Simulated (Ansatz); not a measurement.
**CH6FGe: molecular dynamics (part 1 of 5)**

The run: molecular dynamics of CH6FGe, multiplicity 2. Method and program: UKS PBE0-D4/def2-mTZVP (Ansatz 0.2.0).

It belongs to a series of runs on one base structure; here: dynamics from the highest image of the converged band. Figures and captions count atoms from 1; the log counts them from 0 in places.

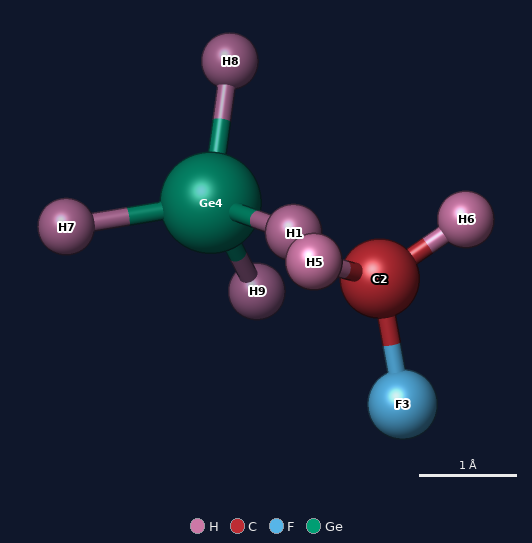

The starting structure (ball-and-stick view, seen at a tilt; atoms are numbered from 1 in the order of the input). Sticks mark near contacts. Bond lengths as drawn: C–F 1.34 Å, C–H 1.09 Å and Ge–H 1.54 to 1.64 Å.

The input:
```yaml
crystal:
  periodic: [false, false, false]
  atoms:
    - { symbol: H, position_ang: [-0.069615, 0.128884, -0.018615] }
    - { symbol: C, position_ang: [-0.729873, 0.475185, -1.502876] }
    - { symbol: F, position_ang: [-0.392748, -0.57826, -2.267189] }
    - { symbol: Ge, position_ang: [0.633152, -0.365447, 1.379995] }
    - { symbol: H, position_ang: [-0.213219, 1.387775, -1.785133] }
    - { symbol: H, position_ang: [-1.792934, 0.517428, -1.284946] }
    - { symbol: H, position_ang: [2.087198, 0.137596, 1.444289] }
    - { symbol: H, position_ang: [-0.145499, 0.199478, 2.583579] }
    - { symbol: H, position_ang: [0.623539, -1.902639, 1.450895] }
magnetization:
  spin_polarized: true
  initial_magnetization: 1
basis:
  gaussian: { orbitals: def2-mTZVP }
hamiltonian:
  xc: pbe0
  dispersion: d4
md:
  timestep: 0.5
  n_steps: 126
  ensemble: nve
  temperature: 300.0
  initial_velocities: maxwell_boltzmann
  seed: 5395
```

Machine: 2 threads of Intel Xeon @ 2.50GHz (Skylake/Cascade Lake), 128 GiB of memory available, shared host.

Command:
```bash
ansatz run input.yaml --threads 2 --pin off --max-ram 3072MiB --backend cpu --events-out ev --progress --plain --runs-dir out
```

What the program printed:
```
Engine: ansatz 0.2.0, x86_64-unknown-linux-gnu
Functional definition: PBE0
  parameter a = 0.25
  parameter kappa = 0.804
  parameter beta = 0.06672455060314922
  exchange = (1 - a)*pbe_x(kappa = kappa, mu = beta*pi^2/3) + a*exact_x
  correlation = pbe_c(beta = beta)
931 factors; integrals over basis functions are off by at most 6.0e-4 eV
mean field evaluation 1: about -60355.3127 eV, gradient 2.2e1 eV
mean field evaluation 2: about -60355.0672 eV, gradient 2.4e1 eV
mean field evaluation 4: about -60357.1084 eV, gradient 1.2e0 eV
mean field evaluation 8: about -60357.1491 eV, gradient 9.3e-2 eV
mean field evaluation 16: about -60357.1491 eV, gradient 4.1e-5 eV
mean field -60357.14911254 eV, -2218.0843183409 hartree, gradient 4.1e-5 eV, S^2 0.757457; 0 other end points of the search recorded, 0 dependent functions left out
the calculation of the forces begins
reference -60357.14914352 eV, -2218.0843194794 hartree; 27, 26 occupied and 65, 66 virtual orbitals, 931 factors
md step     0: t =     0.00 fs  T =   300.0 K  F+E_penalty+E_count = -60357.23978709 eV  E_kin = 0.271446 eV  conserved = -60356.96834110 eV  (27 SCF iters)
these checks for a lower state are left out or cut short: starts, cluster_reference, orbital_swaps, neighbouring_geometries, increment
931 factors; integrals over basis functions are off by at most 6.0e-4 eV
mean field -60357.14444673 eV, -2218.0841468754 hartree, gradient 1.7e-5 eV, S^2 0.757377; 0 other end points of the search recorded, 0 dependent functions left out
the calculation of the forces begins
reference -60357.14447772 eV, -2218.0841480143 hartree; 27, 26 occupied and 65, 66 virtual orbitals, 931 factors
md step     1: t =     0.50 fs  T =   295.0 K  F+E_penalty+E_count = -60357.23516903 eV  E_kin = 0.266924 eV  conserved = -60356.96824545 eV  (27 SCF iters)
[... from here on the SCF iterations and repeated set-up lines of each step are left out, up to the last step ...]
md step     2: t =     1.00 fs  T =   280.7 K  F+E_penalty+E_count = -60357.22203407 eV  E_kin = 0.254010 eV  conserved = -60356.96802417 eV  (27 SCF iters)
md step     3: t =     1.50 fs  T =   260.8 K  F+E_penalty+E_count = -60357.20377020 eV  E_kin = 0.236016 eV  conserved = -60356.96775408 eV  (27 SCF iters)
md step     4: t =     2.00 fs  T =   239.8 K  F+E_penalty+E_count = -60357.18454036 eV  E_kin = 0.217012 eV  conserved = -60356.96752843 eV  (26 SCF iters)
md step     5: t =     2.50 fs  T =   221.5 K  F+E_penalty+E_count = -60357.16784000 eV  E_kin = 0.200421 eV  conserved = -60356.96741931 eV  (28 SCF iters)
md step     6: t =     3.00 fs  T =   207.7 K  F+E_penalty+E_count = -60357.15538044 eV  E_kin = 0.187933 eV  conserved = -60356.96744728 eV  (27 SCF iters)
md step     7: t =     3.50 fs  T =   198.0 K  F+E_penalty+E_count = -60357.14675651 eV  E_kin = 0.179180 eV  conserved = -60356.96757673 eV  (27 SCF iters)
md step     8: t =     4.00 fs  T =   190.4 K  F+E_penalty+E_count = -60357.13997388 eV  E_kin = 0.172235 eV  conserved = -60356.96773891 eV  (27 SCF iters)
md step     9: t =     4.50 fs  T =   182.0 K  F+E_penalty+E_count = -60357.13250266 eV  E_kin = 0.164638 eV  conserved = -60356.96786437 eV  (27 SCF iters)
md step    10: t =     5.00 fs  T =   170.7 K  F+E_penalty+E_count = -60357.12236838 eV  E_kin = 0.154463 eV  conserved = -60356.96790555 eV  (27 SCF iters)
md step    11: t =     5.50 fs  T =   155.9 K  F+E_penalty+E_count = -60357.10891885 eV  E_kin = 0.141074 eV  conserved = -60356.96784465 eV  (26 SCF iters)
md step    12: t =     6.00 fs  T =   138.6 K  F+E_penalty+E_count = -60357.09312241 eV  E_kin = 0.125430 eV  conserved = -60356.96769283 eV  (26 SCF iters)
md step    13: t =     6.50 fs  T =   121.5 K  F+E_penalty+E_count = -60357.07738713 eV  E_kin = 0.109898 eV  conserved = -60356.96748917 eV  (27 SCF iters)
md step    14: t =     7.00 fs  T =   107.9 K  F+E_penalty+E_count = -60357.06492991 eV  E_kin = 0.097635 eV  conserved = -60356.96729503 eV  (27 SCF iters)
md step    15: t =     7.50 fs  T =   101.3 K  F+E_penalty+E_count = -60357.05879796 eV  E_kin = 0.091619 eV  conserved = -60356.96717898 eV  (27 SCF iters)
md step    16: t =     8.00 fs  T =   103.5 K  F+E_penalty+E_count = -60357.06079843 eV  E_kin = 0.093608 eV  conserved = -60356.96719003 eV  (27 SCF iters)
md step    17: t =     8.50 fs  T =   114.3 K  F+E_penalty+E_count = -60357.07074673 eV  E_kin = 0.103414 eV  conserved = -60356.96733284 eV  (29 SCF iters)
md step    18: t =     9.00 fs  T =   131.3 K  F+E_penalty+E_count = -60357.08640601 eV  E_kin = 0.118845 eV  conserved = -60356.96756117 eV  (27 SCF iters)
md step    19: t =     9.50 fs  T =   150.8 K  F+E_penalty+E_count = -60357.10420857 eV  E_kin = 0.136413 eV  conserved = -60356.96779578 eV  (29 SCF iters)
md step    20: t =    10.00 fs  T =   168.6 K  F+E_penalty+E_count = -60357.12048662 eV  E_kin = 0.152531 eV  conserved = -60356.96795594 eV  (28 SCF iters)
md step    21: t =    10.50 fs  T =   182.1 K  F+E_penalty+E_count = -60357.13273281 eV  E_kin = 0.164745 eV  conserved = -60356.96798760 eV  (28 SCF iters)
md step    22: t =    11.00 fs  T =   190.7 K  F+E_penalty+E_count = -60357.14044441 eV  E_kin = 0.172564 eV  conserved = -60356.96788068 eV  (28 SCF iters)
md step    23: t =    11.50 fs  T =   196.3 K  F+E_penalty+E_count = -60357.14527655 eV  E_kin = 0.177604 eV  conserved = -60356.96767296 eV  (28 SCF iters)
md step    24: t =    12.00 fs  T =   202.3 K  F+E_penalty+E_count = -60357.15044343 eV  E_kin = 0.183004 eV  conserved = -60356.96743949 eV  (28 SCF iters)
md step    25: t =    12.50 fs  T =   212.5 K  F+E_penalty+E_count = -60357.15954880 eV  E_kin = 0.192284 eV  conserved = -60356.96726447 eV  (28 SCF iters)
md step    26: t =    13.00 fs  T =   230.0 K  F+E_penalty+E_count = -60357.17528849 eV  E_kin = 0.208086 eV  conserved = -60356.96720283 eV  (28 SCF iters)
md step    27: t =    13.50 fs  T =   255.7 K  F+E_penalty+E_count = -60357.19860781 eV  E_kin = 0.231355 eV  conserved = -60356.96725293 eV  (28 SCF iters)
md step    28: t =    14.00 fs  T =   288.9 K  F+E_penalty+E_count = -60357.22873131 eV  E_kin = 0.261374 eV  conserved = -60356.96735692 eV  (32 SCF iters)
md step    29: t =    14.50 fs  T =   327.8 K  F+E_penalty+E_count = -60357.26405294 eV  E_kin = 0.296621 eV  conserved = -60356.96743184 eV  (32 SCF iters)
md step    30: t =    15.00 fs  T =   371.4 K  F+E_penalty+E_count = -60357.30343633 eV  E_kin = 0.336025 eV  conserved = -60356.96741128 eV  (33 SCF iters)
md step    31: t =    15.50 fs  T =   420.0 K  F+E_penalty+E_count = -60357.34729658 eV  E_kin = 0.380012 eV  conserved = -60356.96728473 eV  (32 SCF iters)
md step    32: t =    16.00 fs  T =   476.1 K  F+E_penalty+E_count = -60357.39788094 eV  E_kin = 0.430761 eV  conserved = -60356.96711972 eV  (33 SCF iters)
md step    33: t =    16.50 fs  T =   543.1 K  F+E_penalty+E_count = -60357.45841779 eV  E_kin = 0.491368 eV  conserved = -60356.96705024 eV  (33 SCF iters)
md step    34: t =    17.00 fs  T =   623.0 K  F+E_penalty+E_count = -60357.53106134 eV  E_kin = 0.563704 eV  conserved = -60356.96735769 eV  (33 SCF iters, 3 dispersion substeps)
md step    35: t =    17.50 fs  T =   712.5 K  F+E_penalty+E_count = -60357.61305233 eV  E_kin = 0.644643 eV  conserved = -60356.96840968 eV  (33 SCF iters, 3 dispersion substeps)
md step    36: t =    18.00 fs  T =   796.8 K  F+E_penalty+E_count = -60357.69150188 eV  E_kin = 0.720998 eV  conserved = -60356.97050424 eV  (32 SCF iters, 3 dispersion substeps)
md step    37: t =    18.50 fs  T =   846.8 K  F+E_penalty+E_count = -60357.73967981 eV  E_kin = 0.766166 eV  conserved = -60356.97351425 eV  (32 SCF iters, 3 dispersion substeps)
md step    38: t =    19.00 fs  T =   822.3 K  F+E_penalty+E_count = -60357.72031580 eV  E_kin = 0.744046 eV  conserved = -60356.97626997 eV  (28 SCF iters, 3 dispersion substeps)
md step    39: t =    19.50 fs  T =   694.4 K  F+E_penalty+E_count = -60357.60451874 eV  E_kin = 0.628329 eV  conserved = -60356.97618998 eV  (32 SCF iters, 3 dispersion substeps)
md step    40: t =    20.00 fs  T =   484.2 K  F+E_penalty+E_count = -60357.40904746 eV  E_kin = 0.438157 eV  conserved = -60356.97089072 eV  (31 SCF iters, 3 dispersion substeps)
md step    41: t =    20.50 fs  T =   289.1 K  F+E_penalty+E_count = -60357.22445733 eV  E_kin = 0.261627 eV  conserved = -60356.96283078 eV  (31 SCF iters, 3 dispersion substeps)
md step    42: t =    21.00 fs  T =   234.3 K  F+E_penalty+E_count = -60357.17208463 eV  E_kin = 0.211993 eV  conserved = -60356.96009173 eV  (32 SCF iters, 3 dispersion substeps)
md step    43: t =    21.50 fs  T =   359.9 K  F+E_penalty+E_count = -60357.29155401 eV  E_kin = 0.325629 eV  conserved = -60356.96592483 eV  (31 SCF iters, 3 dispersion substeps)
md step    44: t =    22.00 fs  T =   579.2 K  F+E_penalty+E_count = -60357.49761756 eV  E_kin = 0.524051 eV  conserved = -60356.97356642 eV  (31 SCF iters, 3 dispersion substeps)
md step    45: t =    22.50 fs  T =   766.9 K  F+E_penalty+E_count = -60357.67064504 eV  E_kin = 0.693909 eV  conserved = -60356.97673617 eV  (32 SCF iters, 3 dispersion substeps)
md step    46: t =    23.00 fs  T =   854.8 K  F+E_penalty+E_count = -60357.74903227 eV  E_kin = 0.773452 eV  conserved = -60356.97557994 eV  (32 SCF iters, 3 dispersion substeps)
md step    47: t =    23.50 fs  T =   843.5 K  F+E_penalty+E_count = -60357.73600520 eV  E_kin = 0.763184 eV  conserved = -60356.97282092 eV  (32 SCF iters, 3 dispersion substeps)
md step    48: t =    24.00 fs  T =   766.3 K  F+E_penalty+E_count = -60357.66364586 eV  E_kin = 0.693328 eV  conserved = -60356.97031814 eV  (32 SCF iters, 3 dispersion substeps)
md step    49: t =    24.50 fs  T =   658.6 K  F+E_penalty+E_count = -60357.56458229 eV  E_kin = 0.595933 eV  conserved = -60356.96864937 eV  (32 SCF iters, 3 dispersion substeps)
md step    50: t =    25.00 fs  T =   545.7 K  F+E_penalty+E_count = -60357.46150535 eV  E_kin = 0.493779 eV  conserved = -60356.96772612 eV  (33 SCF iters, 3 dispersion substeps)
md step    51: t =    25.50 fs  T =   441.9 K  F+E_penalty+E_count = -60357.36708081 eV  E_kin = 0.399807 eV  conserved = -60356.96727379 eV  (33 SCF iters, 3 dispersion substeps)
md step    52: t =    26.00 fs  T =   354.0 K  F+E_penalty+E_count = -60357.28737841 eV  E_kin = 0.320329 eV  conserved = -60356.96704977 eV  (34 SCF iters, 3 dispersion substeps)
md step    53: t =    26.50 fs  T =   285.8 K  F+E_penalty+E_count = -60357.22548145 eV  E_kin = 0.258567 eV  conserved = -60356.96691422 eV  (33 SCF iters, 3 dispersion substeps)
md step    54: t =    27.00 fs  T =   239.5 K  F+E_penalty+E_count = -60357.18350509 eV  E_kin = 0.216695 eV  conserved = -60356.96681051 eV  (30 SCF iters, 3 dispersion substeps)
md step    55: t =    27.50 fs  T =   217.1 K  F+E_penalty+E_count = -60357.16316679 eV  E_kin = 0.196437 eV  conserved = -60356.96672936 eV  (28 SCF iters, 3 dispersion substeps)
md step    56: t =    28.00 fs  T =   220.0 K  F+E_penalty+E_count = -60357.16578763 eV  E_kin = 0.199103 eV  conserved = -60356.96668445 eV  (29 SCF iters, 3 dispersion substeps)
md step    57: t =    28.50 fs  T =   249.1 K  F+E_penalty+E_count = -60357.19206914 eV  E_kin = 0.225374 eV  conserved = -60356.96669497 eV  (28 SCF iters, 3 dispersion substeps)
md step    58: t =    29.00 fs  T =   304.0 K  F+E_penalty+E_count = -60357.24180885 eV  E_kin = 0.275030 eV  conserved = -60356.96677922 eV  (29 SCF iters, 3 dispersion substeps)
md step    59: t =    29.50 fs  T =   383.1 K  F+E_penalty+E_count = -60357.31363750 eV  E_kin = 0.346675 eV  conserved = -60356.96696242 eV  (34 SCF iters, 3 dispersion substeps)
md step    60: t =    30.00 fs  T =   483.5 K  F+E_penalty+E_count = -60357.40474571 eV  E_kin = 0.437448 eV  conserved = -60356.96729790 eV  (33 SCF iters, 3 dispersion substeps)
md step    61: t =    30.50 fs  T =   599.5 K  F+E_penalty+E_count = -60357.51034803 eV  E_kin = 0.542442 eV  conserved = -60356.96790565 eV  (33 SCF iters, 3 dispersion substeps)
md step    62: t =    31.00 fs  T =   721.7 K  F+E_penalty+E_count = -60357.62202940 eV  E_kin = 0.653030 eV  conserved = -60356.96899974 eV  (33 SCF iters, 3 dispersion substeps)
md step    63: t =    31.50 fs  T =   833.1 K  F+E_penalty+E_count = -60357.72464223 eV  E_kin = 0.753811 eV  conserved = -60356.97083115 eV  (32 SCF iters, 3 dispersion substeps)
md step    64: t =    32.00 fs  T =   906.0 K  F+E_penalty+E_count = -60357.79327503 eV  E_kin = 0.819800 eV  conserved = -60356.97347519 eV  (32 SCF iters, 3 dispersion substeps)
md step    65: t =    32.50 fs  T =   903.3 K  F+E_penalty+E_count = -60357.79360829 eV  E_kin = 0.817282 eV  conserved = -60356.97632659 eV  (32 SCF iters, 3 dispersion substeps)
md step    66: t =    33.00 fs  T =   790.8 K  F+E_penalty+E_count = -60357.69293798 eV  E_kin = 0.715508 eV  conserved = -60356.97742982 eV  (32 SCF iters, 3 dispersion substeps)
md step    67: t =    33.50 fs  T =   570.5 K  F+E_penalty+E_count = -60357.49008612 eV  E_kin = 0.516211 eV  conserved = -60356.97387554 eV  (31 SCF iters, 3 dispersion substeps)
md step    68: t =    34.00 fs  T =   318.7 K  F+E_penalty+E_count = -60357.25390467 eV  E_kin = 0.288406 eV  conserved = -60356.96549903 eV  (31 SCF iters, 3 dispersion substeps)
md step    69: t =    34.50 fs  T =   173.3 K  F+E_penalty+E_count = -60357.11591904 eV  E_kin = 0.156800 eV  conserved = -60356.95911905 eV  (32 SCF iters, 3 dispersion substeps)
md step    70: t =    35.00 fs  T =   229.4 K  F+E_penalty+E_count = -60357.16966206 eV  E_kin = 0.207575 eV  conserved = -60356.96208682 eV  (26 SCF iters, 3 dispersion substeps)
md step    71: t =    35.50 fs  T =   443.4 K  F+E_penalty+E_count = -60357.37202599 eV  E_kin = 0.401183 eV  conserved = -60356.97084271 eV  (31 SCF iters, 3 dispersion substeps)
md step    72: t =    36.00 fs  T =   678.3 K  F+E_penalty+E_count = -60357.59048263 eV  E_kin = 0.613763 eV  conserved = -60356.97671946 eV  (32 SCF iters, 3 dispersion substeps)
md step    73: t =    36.50 fs  T =   825.9 K  F+E_penalty+E_count = -60357.72441796 eV  E_kin = 0.747274 eV  conserved = -60356.97714351 eV  (32 SCF iters, 3 dispersion substeps)
md step    74: t =    37.00 fs  T =   858.2 K  F+E_penalty+E_count = -60357.75107559 eV  E_kin = 0.776510 eV  conserved = -60356.97456527 eV  (32 SCF iters, 3 dispersion substeps)
md step    75: t =    37.50 fs  T =   801.7 K  F+E_penalty+E_count = -60357.69693773 eV  E_kin = 0.725389 eV  conserved = -60356.97154847 eV  (29 SCF iters, 3 dispersion substeps)
md step    76: t =    38.00 fs  T =   697.6 K  F+E_penalty+E_count = -60357.60047495 eV  E_kin = 0.631243 eV  conserved = -60356.96923211 eV  (33 SCF iters, 3 dispersion substeps)
md step    77: t =    38.50 fs  T =   580.7 K  F+E_penalty+E_count = -60357.49324540 eV  E_kin = 0.525447 eV  conserved = -60356.96779863 eV  (33 SCF iters, 3 dispersion substeps)
md step    78: t =    39.00 fs  T =   473.3 K  F+E_penalty+E_count = -60357.39530570 eV  E_kin = 0.428228 eV  conserved = -60356.96707737 eV  (34 SCF iters, 3 dispersion substeps)
md step    79: t =    39.50 fs  T =   386.6 K  F+E_penalty+E_count = -60357.31662795 eV  E_kin = 0.349799 eV  conserved = -60356.96682926 eV  (34 SCF iters, 3 dispersion substeps)
md step    80: t =    40.00 fs  T =   324.5 K  F+E_penalty+E_count = -60357.26043107 eV  E_kin = 0.293581 eV  conserved = -60356.96684985 eV  (34 SCF iters, 3 dispersion substeps)
md step    81: t =    40.50 fs  T =   286.6 K  F+E_penalty+E_count = -60357.22626576 eV  E_kin = 0.259282 eV  conserved = -60356.96698352 eV  (30 SCF iters, 3 dispersion substeps)
md step    82: t =    41.00 fs  T =   270.8 K  F+E_penalty+E_count = -60357.21209725 eV  E_kin = 0.244984 eV  conserved = -60356.96711353 eV  (29 SCF iters, 3 dispersion substeps)
md step    83: t =    41.50 fs  T =   274.9 K  F+E_penalty+E_count = -60357.21591698 eV  E_kin = 0.248750 eV  conserved = -60356.96716650 eV  (29 SCF iters, 3 dispersion substeps)
md step    84: t =    42.00 fs  T =   298.1 K  F+E_penalty+E_count = -60357.23687283 eV  E_kin = 0.269756 eV  conserved = -60356.96711644 eV  (29 SCF iters, 3 dispersion substeps)
md step    85: t =    42.50 fs  T =   341.2 K  F+E_penalty+E_count = -60357.27573386 eV  E_kin = 0.308749 eV  conserved = -60356.96698484 eV  (29 SCF iters, 3 dispersion substeps)
md step    86: t =    43.00 fs  T =   406.5 K  F+E_penalty+E_count = -60357.33461831 eV  E_kin = 0.367772 eV  conserved = -60356.96684657 eV  (34 SCF iters, 3 dispersion substeps)
md step    87: t =    43.50 fs  T =   496.3 K  F+E_penalty+E_count = -60357.41589878 eV  E_kin = 0.449057 eV  conserved = -60356.96684197 eV  (32 SCF iters, 3 dispersion substeps)
md step    88: t =    44.00 fs  T =   611.2 K  F+E_penalty+E_count = -60357.52025727 eV  E_kin = 0.553066 eV  conserved = -60356.96719095 eV  (33 SCF iters, 3 dispersion substeps)
md step    89: t =    44.50 fs  T =   746.4 K  F+E_penalty+E_count = -60357.64355406 eV  E_kin = 0.675341 eV  conserved = -60356.96821308 eV  (33 SCF iters, 3 dispersion substeps)
```
